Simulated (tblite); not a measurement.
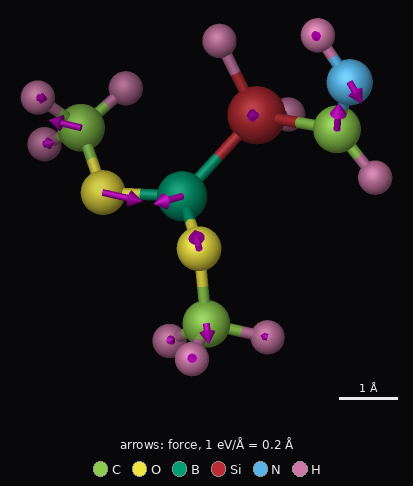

Starting geometry of C$_{3}$H$_{10}$BNO$_{2}$Si with the computed forces as purple arrows. A ball-and-stick model, seen at a tilt.

Level of theory: GFN2-xTB geometry optimisation, gas phase (tblite). 

What follows when this structure is relaxed?

It isn't relaxed: the largest force vector, on an O atom, is 3.71 eV/Å. The final displacements have little in common with the starting forces (cosine between the two patterns 0.16). The atom that moves furthest after the best rigid fit is an H atom (0.89 Å). Largest moves by element: H 0.89 Å, O 0.81 Å, N 0.33 Å, C 0.33 Å, Si 0.21 Å, B 0.21 Å. Some distances before and after: B–O 1.462 → 1.349 Å, B–O 1.449 → 1.359 Å, C–Si 1.847 → 1.906 Å, C–H 1.139 → 1.092 Å. Bond angles that change, for instance: C–N–H 124.8° → 114.5°, B–O–C 114.5° → 124.3°, C–O–B 116.5° → 125.2°. Groups turn about B–O by about 70°, C–O by about 55°. After 92 geometry steps the energy has fallen by 135.6 kJ/mol.
